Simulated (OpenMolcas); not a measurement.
# One shape, several levels: doublet H2S+

We compute a comparison of 4 runs (ROHF/pcseg-0, UHF/pcseg-0, UB3LYP/pcseg-0, UPBE/pcseg-0) of doublet H2S+. 

Program for the calculation: OpenMolcas 26.06.

### Step 1. The molecule

H2S+: 3 atoms, total charge +1, spin state doublet. SMILES of the parent species: `S`. The shape is that of a PBE0-D4/def2-TZVP optimisation. That shape belongs to the parent species and isn't relaxed for this state.

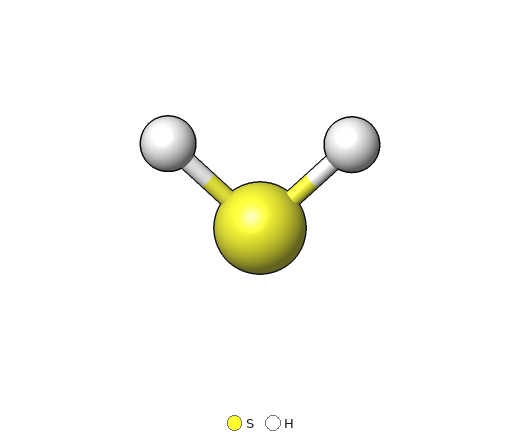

The structure, seen from a chosen angle (sulfur yellow, hydrogen white).

### Step 2. A single-point energy at ROHF/pcseg-0 (run 1)

The input, struct.xyz:

```xyz
3

S      0.495500    -0.280600     0.243900
H      0.097900     0.997700     0.162400
H     -0.593400    -0.717100    -0.406300
```

The input, step1.input:

```
&gateway
 baslib = $CurrDir
 coord = struct.xyz
 basis = pcseg-0
 group = NoSym

&seward

&scf
 uhf
 charge = 1
 spin = 2
 prorbitals = 1 1

&rasscf
 fileorb = $Project.UnaOrb
 spin = 2
 nactel = 1 0 0
 inactive = 8
 ras2 = 1
 outorbitals = Canonical
 orblisting = Nothing
```

The basis set pcseg-0 is read from a file made from the Basis Set Exchange's data (not shown).

Run with:

```
$ export MOLCAS_MEM=1860
$ pymolcas step1.input > step1.log
```

Output:

```text
--- Start Module: gateway ---
[...]
--- Stop Module: gateway /rc=_RC_ALL_IS_WELL_ ---
[...]
      Basis functions           17
[...]
--- Start Module: scf ---
[...]
       Convergence after  13 Iterations
[...]
::    Total SCF energy                               -397.8002035672
[...]
      Total spin, S                                     0.5031313396
[...]
--- Stop Module: scf /rc=_RC_ALL_IS_WELL_ ---
--- Start Module: rasscf ---
[...]
      Number of active orbitals                  1
[...]
      Spin quantum number                      0.5
[...]
      Active orbitals                            1
[...]
      Number of CSFs                             1
[...]
      Number of root(s) required                 1
[...]
      Convergence after  5 iterations
[...]
      printout of CI-coefficients larger than  0.05 for root  1
      energy=    -397.798763
      conf/sym  1     Coeff  Weight
             1  u   1.00000 1.00000
      Natural orbitals and occupation numbers for root  1
      sym 1:   1.000000
      ************************************************************************************************************************
      *                                                    Final results                                                     *
[...]
::    RASSCF root number  1 Total energy:   -397.79876304
[...]
      Total electronic charge=   17.000000
      Total            charge=    1.000000
[...]
      Dipole Moment (debye):
      Origin of the operator (angstrom)=    0.4514   -0.2556    0.2222
                   X= -2.2749E+00               Y=  1.2883E+00               Z= -1.1198E+00           Total=  2.8441E+00
      Center of Charge (angstrom)
[...]
--- Stop Module: rasscf /rc=_RC_ALL_IS_WELL_ ---
[...]
```

It took 1.9 s on 1 thread of Arm Neoverse V2, shared host; peak memory 0.37 GiB.

### Step 3. The energy at UHF/pcseg-0 (run 2)

struct.xyz is that of step 2.

The input, test.inp:

```
&GATEWAY
  BasLib=$CurrDir
  Coord=struct.xyz
  Basis=pcseg-0
  Group=NoSym

&SEWARD

&SCF
  UHF
  Charge=1
  Spin=2
  Thresholds=1e-10 1e-07 1e-07 1e-05
  PrOrbitals=1 1
```

The basis set pcseg-0 is read from a file made from the Basis Set Exchange's data (not shown).

Run with:

```
$ export MOLCAS_MEM=1860
$ pymolcas test.inp > test.log
```

Output:

```text
--- Start Module: gateway ---
[...]
--- Stop Module: gateway /rc=_RC_ALL_IS_WELL_ ---
--- Start Module: seward ---
[...]
      Basis functions           17
--- Stop Module: seward /rc=_RC_ALL_IS_WELL_ ---
--- Start Module: scf ---
[...]
       Convergence after  15 Iterations
[...]
::    Total SCF energy                               -397.8002035672
[...]
      Total spin, S                                     0.5031313628
[...]
      Total electronic charge=   17.000000
      Total            charge=    1.000000
[...]
      Dipole Moment (debye):
      Origin of the operator (angstrom)=    0.4514   -0.2556    0.2222
                   X= -2.2761E+00               Y=  1.2890E+00               Z= -1.1204E+00           Total=  2.8456E+00
      Center of Charge (angstrom)
[...]
--- Stop Module: scf /rc=_RC_ALL_IS_WELL_ ---
[...]
```

Wall time 1.4 s (1 thread of Arm Neoverse V2, shared host); peak memory 0.37 GiB.

Run 3 isn't shown in full; the table further down has it.

### Step 4. The energy at UPBE/pcseg-0 (run 4)

struct.xyz is that of step 3.

The input, test.inp:

```
>>> EXPORT MOLCAS_PRINT=2
&GATEWAY
BasLib
$CurrDir
Coord
struct.xyz
Basis
pcseg-0
Group
NoSym
&SEWARD
GridInput
Grid=UltraFine
End of Grid
&SCF
UHF
Charge
1
Spin
2
KSDFT
PBE
Thresholds
1e-10 1e-07 1e-07 1e-05
PrOrbitals
1 1
```

The basis set pcseg-0 is read from a file made from the Basis Set Exchange's data (not shown).

Run with:

```
$ export MOLCAS_MEM=1860
$ pymolcas test.inp > test.log
```

Output:

```text
--- Start Module: gateway ---
[...]
--- Stop Module: gateway /rc=_RC_ALL_IS_WELL_ ---
--- Start Module: seward ---
[...]
      Basis functions           17
--- Stop Module: seward /rc=_RC_ALL_IS_WELL_ ---
--- Start Module: scf ---
[...]
       Convergence after  13 Iterations
[...]
::    Total KS-DFT energy                            -398.3262028413
[...]
      Total spin, S                                     0.5007083227
[...]
      Total electronic charge=   17.000000
      Total            charge=    1.000000
[...]
      Dipole Moment (debye):
      Origin of the operator (angstrom)=    0.4514   -0.2556    0.2222
                   X= -2.1499E+00               Y=  1.2175E+00               Z= -1.0582E+00           Total=  2.6878E+00
      Center of Charge (angstrom)
[...]
--- Stop Module: scf /rc=_RC_ALL_IS_WELL_ ---
[...]
```

It took 3.6 s on 1 thread of Arm Neoverse V2, shared host; peak memory 0.37 GiB.

### Step 5. All runs side by side

| run | level | SCF convergence threshold | integration grid | energy (Eh) | wall time |
| --- | --- | --- | --- | --- | --- |
| 1 | ROHF/pcseg-0 | – | – | -397.798763 | 1.9 s |
| 2 | UHF/pcseg-0 | 1e-10 | – | -397.800204 | 1.4 s |
| 3 | UB3LYP/pcseg-0 | 1e-10 | UltraFine | -398.519211 | 4.2 s |
| 4 | UPBE/pcseg-0 | 1e-10 | UltraFine | -398.326203 | 3.6 s |

### Step 6. What came out

| quantity | value |
| --- | --- |
| run 4: total energy | -398.32620 Eh |
| run 4: HOMO energy (highest over α and β) | -17.05 eV |
| run 4: LUMO energy (lowest over α and β) | -14.96 eV |
| run 4: ⟨S²⟩ | 0.751 |

In words: Totals of different functionals can't be ranked against each other. All runs together took 11 s, the longest 4.2 s.
